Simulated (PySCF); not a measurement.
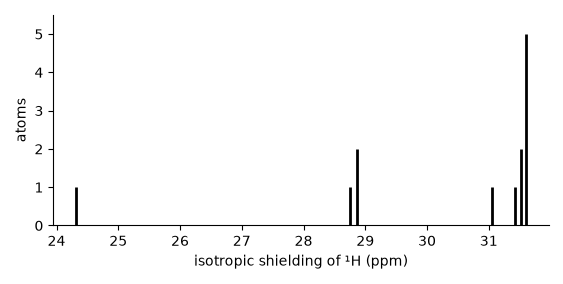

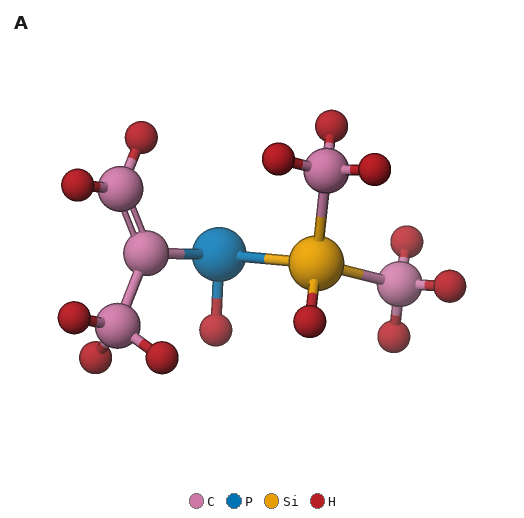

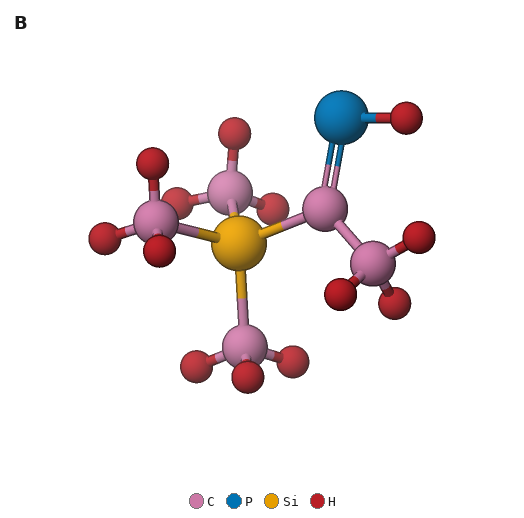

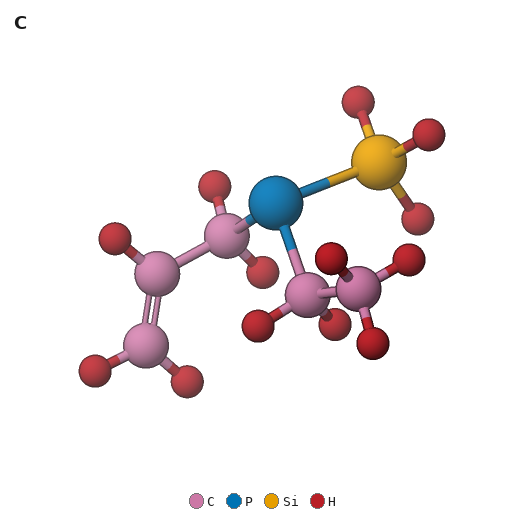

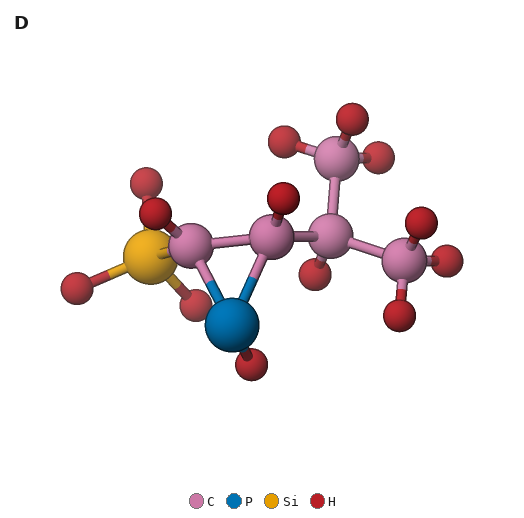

The sticks are computed shieldings of one of the molecules, for one fixed geometry (GFN2-xTB) without averaging over rotations. Low shielding means a high chemical shift. Method: GIAO PBE0/pcSseg-1 NMR shielding, non-relativistic, gas phase (PySCF 2.14.0).

Question: Which molecule gives this pattern?

Answer: B, `[H]/P=C(\C)[Si](C)(C)C`. Its 13 H atoms give lines at 24.31, 28.75, 28.86 (2 atoms), 31.05, 31.43, 31.51 (2 atoms), 31.60 (5 atoms) ppm.

The geometry is semi-empirical. Around P, Si such bond lengths and angles can be off by a tenth of an ångström or more and by several degrees, and values that hang on the shape move with them.
